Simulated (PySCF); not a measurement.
Geometry relaxation of BF (charge +1)

- system: BF (13768-60-0), charge +1, multiplicity 2
- method: B3LYP/def2-TZVP, UKS (PySCF 2.14.0)

The atoms were displaced at random from an optimised geometry. The geometry is that of the parent species in another charge or spin state. Figures and captions count atoms from 1; the log counts them from 0 in places.

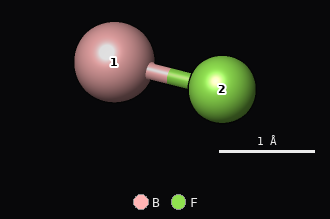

Fig. 1: The starting structure (ball-and-stick view, seen at a tilt; atoms are numbered from 1 in the order of the input). Bond lengths as drawn: B–F 1.29 Å.

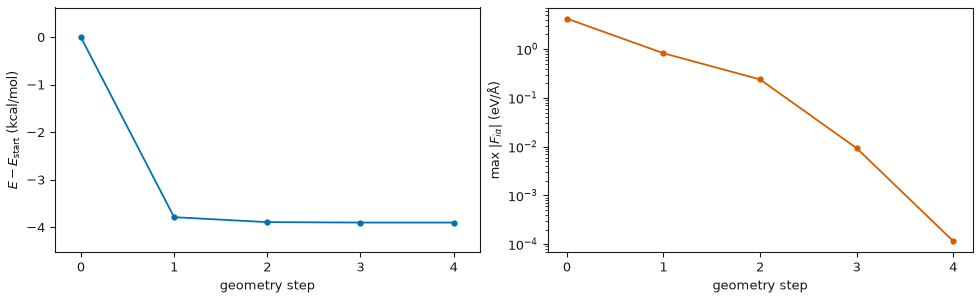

Fig. 2: Progress of the relaxation, step by step (steps are counted from 0).

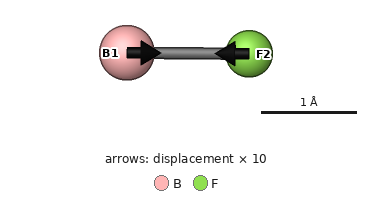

Fig. 3: The starting structure with the displacements as black arrows, magnified 10 times (ball-and-stick view, seen at a tilt). The two geometries are laid on each other by the best rigid fit. The largest moves after the best rigid fit, 0.037 Å, are those of B1 and F2. By element the largest moves are F 0.037 Å, B 0.037 Å. Among the contacts that change: B1–F2 1.289 → 1.215 Å. The energy falls by 3.90 kcal/mol in 4 geometry steps. Largest force component: 4.2 eV/Å at the start, 0.00012 eV/Å at the end. (Atoms are counted from 1 in the order of the input.)

The input that produced these results follows, with the program's output.

## Input (run.py)
```python
from pyscf import gto, dft, symm
from pyscf.hessian import thermo
from pyscf.geomopt.geometric_solver import kernel as optimise

mol = gto.Mole()
mol.atom = '''
B        0.032970       0.009918      -0.031262
F       -0.046188       0.008546       1.254821
'''
mol.verbose = 3
mol.max_memory = 1860
mol.spin = 1
mol.basis = 'def2-tzvp'
mol.charge = 1
mol.build()

myscf = dft.UKS(mol, xc='b3lyp')
myscf.conv_tol = 1e-10
myscf.grids.level = 4
myscf = myscf.newton()
converged, mol_eq = optimise(myscf, maxsteps=80)
print('converged:', converged)
print(mol_eq.tostring())

myscf.reset(mol_eq)
mol = mol_eq
myscf.kernel()
etot = myscf.e_tot
print('Final energy', etot)
hess = myscf.Hessian().kernel()
modes = thermo.harmonic_analysis(mol, hess)
thermo.dump_normal_mode(mol, modes)
symm.geom.TOLERANCE = 1e-3  # for the symmetry number
th = thermo.thermo(myscf, modes['freq_au'], 298.15, 101325)
thermo.dump_thermo(mol, th)
```

Launched with:
```bash
OMP_NUM_THREADS=1 python run.py
```

## The program's output
```
#|     Arguments passed to driver run_optimizer():      |#
customengine              <pyscf.geomopt.geometric_solver.PySCFEngine object>
maxiter                   80
----------------------------------------------------------
Custom engine selected.
Bonds will be generated from interatomic distances less than 1.20 times sum of covalent radii
6 internal coordinates being used (instead of 6 Cartesians)
Internal coordinate system (atoms numbered from 1):
Distance 1-2
Translation-X 1-2
Translation-Y 1-2
Translation-Z 1-2
Rotation-A 1-2
Rotation-B 1-2
Rotation-C 1-2
<class 'geometric.internal.Distance'> : 1
<class 'geometric.internal.TranslationX'> : 1
<class 'geometric.internal.TranslationY'> : 1
<class 'geometric.internal.TranslationZ'> : 1
<class 'geometric.internal.RotationA'> : 1
<class 'geometric.internal.RotationB'> : 1
<class 'geometric.internal.RotationC'> : 1
> ===== Optimization Info: ====
> Job type: Energy minimization
> Maximum number of optimization cycles: 80
> Initial / maximum trust radius (Angstrom): 0.100 / 0.300
> Convergence Criteria:
> Will converge when all 5 criteria are reached:
>  |Delta-E| < 1.00e-06
>  RMS-Grad  < 3.00e-04
>  Max-Grad  < 4.50e-04
>  RMS-Disp  < 1.20e-03
>  Max-Disp  < 1.80e-03
> === End Optimization Info ===

Geometry optimization cycle 1
Cartesian coordinates (Angstrom)
 Atom        New coordinates             dX        dY        dZ
   B   0.032970   0.009918  -0.031262    0.000000  0.000000  0.000000
   F  -0.046188   0.008546   1.254821    0.000000  0.000000  0.000000

WARN: Mole.unit (angstrom) is changed to Bohr

WARN: HOMO -0.273428452912562 >= LUMO -0.273428452912562

converged SCF energy = -124.309994778741  <S^2> = 0.75234934  2S+1 = 2.002348
--------------- SecondOrderUKS_Scanner gradients ---------------
         x                y                z
0 B     0.0050630123     0.0000877594    -0.0822582996
1 F    -0.0050639680    -0.0000876378     0.0822574284
----------------------------------------------
cycle 1: E = -124.309994779  dE = -124.31  norm(grad) = 0.11655
Step    0 : Gradient = 8.241e-02/8.241e-02 (rms/max) Energy = -124.3099947787
Hessian Eigenvalues: 5.00000e-02 5.00000e-02 5.00000e-02 ... 5.00000e-02 5.00000e-02 7.04856e-01

Geometry optimization cycle 2
Cartesian coordinates (Angstrom)
 Atom        New coordinates             dX        dY        dZ
   B   0.031068   0.009885  -0.000376   -0.001902 -0.000033  0.030886
   F  -0.044265   0.008576   1.223953    0.001923  0.000030 -0.030868
converged SCF energy = -124.31602973321  <S^2> = 0.75215416  2S+1 = 2.002153
--------------- SecondOrderUKS_Scanner gradients ---------------
         x                y                z
0 B     0.0009881600     0.0000171702    -0.0160583311
1 F    -0.0009889691    -0.0000170922     0.0160587334
----------------------------------------------
cycle 2: E = -124.316029733  dE = -0.00603495  norm(grad) = 0.0227532
Step    1 : Displace = 3.094e-02/3.094e-02 (rms/max) Trust = 1.000e-01 (=) Grad = 1.609e-02/1.609e-02 (rms/max) E (change) = -124.3160297332 (-6.035e-03) Quality = 1.253
Hessian Eigenvalues: 5.00000e-02 5.00000e-02 5.00000e-02 ... 5.00000e-02 5.00000e-02 5.67253e-01

Geometry optimization cycle 3
Cartesian coordinates (Angstrom)
 Atom        New coordinates             dX        dY        dZ
   B   0.030604   0.009877   0.007109   -0.000463 -0.000008  0.007484
   F  -0.043781   0.008583   1.216458    0.000484  0.000006 -0.007495
converged SCF energy = -124.316196544523  <S^2> = 0.75210871  2S+1 = 2.0021076
--------------- SecondOrderUKS_Scanner gradients ---------------
         x                y                z
0 B    -0.0002865827    -0.0000049810     0.0046607565
1 F     0.0002859047     0.0000050639    -0.0046612969
----------------------------------------------
cycle 3: E = -124.316196545  dE = -0.000166811  norm(grad) = 0.00660411
Step    2 : Displace = 7.504e-03/7.504e-03 (rms/max) Trust = 1.414e-01 (+) Grad = 4.670e-03/4.670e-03 (rms/max) E (change) = -124.3161965445 (-1.668e-04) Quality = 0.731
Hessian Eigenvalues: 5.00000e-02 5.00000e-02 5.00000e-02 ... 5.00000e-02 5.00000e-02 7.31898e-01

Geometry optimization cycle 4
Cartesian coordinates (Angstrom)
 Atom        New coordinates             dX        dY        dZ
   B   0.030707   0.009878   0.005428    0.000102  0.000002 -0.001681
   F  -0.043873   0.008580   1.218148   -0.000092 -0.000003  0.001690
converged SCF energy = -124.316210808345  <S^2> = 0.75211925  2S+1 = 2.0021181
--------------- SecondOrderUKS_Scanner gradients ---------------
         x                y                z
0 B     0.0000112679     0.0000002016    -0.0001816860
1 F    -0.0000119685    -0.0000001192     0.0001813282
----------------------------------------------
cycle 4: E = -124.316210808  dE = -1.42638e-05  norm(grad) = 0.000257216
Step    3 : Displace = 1.688e-03/1.688e-03 (rms/max) Trust = 1.414e-01 (=) Grad = 1.819e-04/1.820e-04 (rms/max) E (change) = -124.3162108083 (-1.426e-05) Quality = 0.957
Hessian Eigenvalues: 4.99999e-02 5.00000e-02 5.00000e-02 ... 5.00000e-02 5.00000e-02 7.60404e-01

Geometry optimization cycle 5
Cartesian coordinates (Angstrom)
 Atom        New coordinates             dX        dY        dZ
   B   0.030701   0.009878   0.005494   -0.000006 -0.000000  0.000066
   F  -0.043853   0.008578   1.218089    0.000020 -0.000001 -0.000059
converged SCF energy = -124.316210830152  <S^2> = 0.75211865  2S+1 = 2.0021175
--------------- SecondOrderUKS_Scanner gradients ---------------
         x                y                z
0 B     0.0000000704     0.0000000216    -0.0000022537
1 F    -0.0000007695     0.0000000610     0.0000018890
----------------------------------------------
cycle 5: E = -124.31621083  dE = -2.18069e-08  norm(grad) = 3.04121e-06
Step    4 : Displace = 6.328e-05/6.328e-05 (rms/max) Trust = 2.000e-01 (+) Grad = 2.150e-06/2.255e-06 (rms/max) E (change) = -124.3162108302 (-2.181e-08) Quality = 1.002
Hessian Eigenvalues: 4.99999e-02 5.00000e-02 5.00000e-02 ... 5.00000e-02 5.00000e-02 7.60404e-01
Converged! =D

converged: True
B           0.03070072        0.00987826        0.00549420
F          -0.04385259        0.00857815        1.21808936

WARN: HOMO -0.273028432480103 >= LUMO -0.273028432480103

converged SCF energy = -124.316210830146  <S^2> = 0.75211863  2S+1 = 2.0021175
Final energy -124.31621083014642
Mode                                 0
Irrep
Freq [cm^-1]                     1699.1398
Reduced mass [au]                  12.8127
Force const [Dyne/A]               21.7946
Char temp [K]                    2444.6838
Normal mode                   x     y     z
       0   B                 0.01  0.00 -0.24
       1   F                -0.01 -0.00  0.14
temperature 298.1500 [K]
pressure 101325.00 [Pa]
Rotational constants [GHz] inf 49.69840 49.69840
Symmetry number 1
Zero-point energy (ZPE) 0.00387 [Eh]   10163.113 [J/mol]
                           tot       elec      trans        rot        vib
Entropy [J/mol/K]       205.328      5.763    151.085     48.459      0.021
Cv [J/mol/K]             20.940      0.000     12.472      8.314      0.154
Cp [J/mol/K]             29.254      0.000     20.786      8.314      0.154
Internal energy [J/mol]                      3718.434   2478.956  10168.700
Internal energy [Eh]   -124.30998  -124.31621
Enthalpy [J/mol]                             6197.391   2478.956  10168.700
Enthalpy [Eh]          -124.30903
Gibbs free energy [J/mol]                  -38848.481 -11969.233  10162.431
Gibbs free energy [Eh] -124.33235
```

## Trajectory as extended XYZ (Å, eV, eV/Å), 5 frames, from step=0 to step=4
```
2
Properties=species:S:1:pos:R:3:forces:R:3 step=0 energy=-3382.64728
B     0.0330    0.0099   -0.0313   -0.2604  -0.0045   4.2299
F    -0.0462    0.0085    1.2548    0.2604   0.0045  -4.2298
2
Properties=species:S:1:pos:R:3:forces:R:3 step=1 energy=-3382.81150
B     0.0311    0.0099   -0.0004   -0.0508  -0.0009   0.8258
F    -0.0443    0.0086    1.2240    0.0509   0.0009  -0.8258
2
Properties=species:S:1:pos:R:3:forces:R:3 step=2 energy=-3382.81604
B     0.0306    0.0099    0.0071    0.0147   0.0003  -0.2397
F    -0.0438    0.0086    1.2165   -0.0147  -0.0003   0.2397
2
Properties=species:S:1:pos:R:3:forces:R:3 step=3 energy=-3382.81643
B     0.0307    0.0099    0.0054   -0.0006   0.0000   0.0093
F    -0.0439    0.0086    1.2181    0.0006   0.0000  -0.0093
2
Properties=species:S:1:pos:R:3:forces:R:3 step=4 energy=-3382.81643
B     0.0307    0.0099    0.0055    0.0000   0.0000   0.0001
F    -0.0439    0.0086    1.2181    0.0000   0.0000  -0.0001
```

## Results in brief

- outcome: converged
- total energy: −124.316211 hartree
- basis functions: 62
- ⟨S²⟩: 0.752
- zero-point energy: 0.003871 hartree
- wavenumbers, lowest and highest: 1699 cm⁻¹
- hardware: 1 thread of Intel Xeon (Sapphire Rapids), 16 GiB of memory available, shared host
- wall time: 61 s
- peak memory: 0.92 GiB

The record of the run, not the program, notes: dipole of an ion depends on the origin.
